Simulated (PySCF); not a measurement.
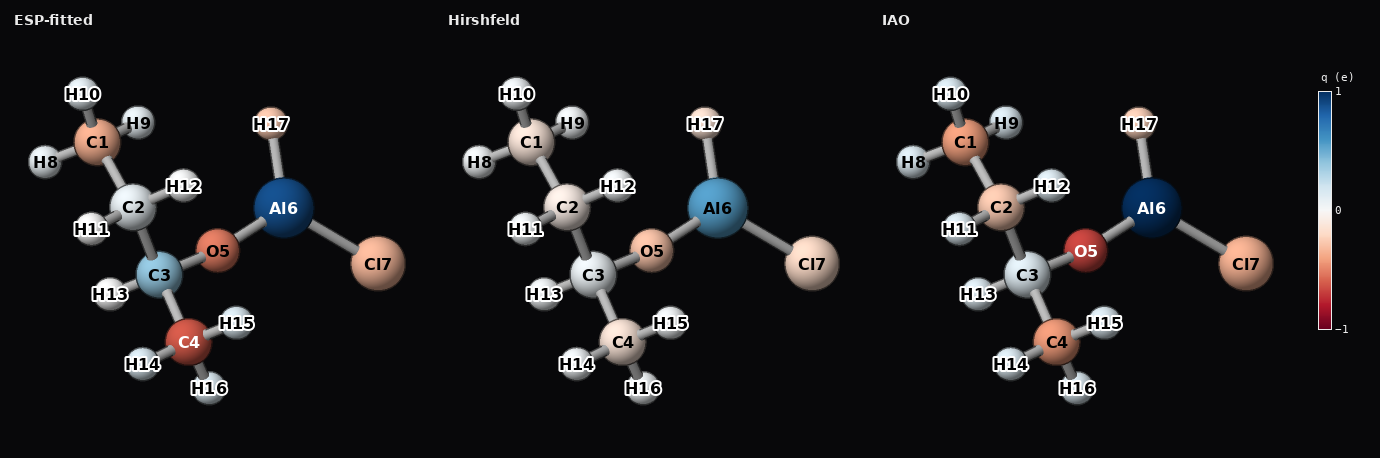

Atomic charges of one calculation by 3 schemes, on one colour scale. The geometry was computed by an optimisation with GFN2-xTB. No frequency run is at hand to confirm it as a minimum. Level of theory: PBE0/pcSseg-1 (PySCF 2.14.0).

**On which atom do the schemes disagree most?**

On C4 (from −0.61 to −0.13 e).

List the charges (e), one line for each set of equivalent atoms.

| atom | ESP-fitted | Hirshfeld | IAO |
| --- | --- | --- | --- |
| C1 | −0.35 | −0.12 | −0.41 |
| C2 | 0.07 | −0.07 | −0.26 |
| C3 | 0.40 | 0.06 | 0.12 |
| C4 | −0.61 | −0.13 | −0.43 |
| O5 | −0.51 | −0.29 | −0.66 |
| Al6 | 0.88 | 0.55 | 0.99 |
| Cl7 | −0.32 | −0.19 | −0.35 |
| H8 | 0.08 | 0.04 | 0.13 |
| H9 | 0.08 | 0.03 | 0.14 |
| H10 | 0.09 | 0.04 | 0.14 |
| H11 | 0.00 | 0.04 | 0.13 |
| H12 | 0.02 | 0.04 | 0.13 |
| H13 | 0.00 | 0.04 | 0.13 |
| H14 | 0.15 | 0.04 | 0.14 |
| H15 | 0.15 | 0.04 | 0.14 |
| H16 | 0.15 | 0.04 | 0.15 |
| H17 | −0.27 | −0.16 | −0.24 |

The geometry is semi-empirical. Around Al such bond lengths and angles can be off by a tenth of an ångström or more and by several degrees, and values that hang on the shape move with them.
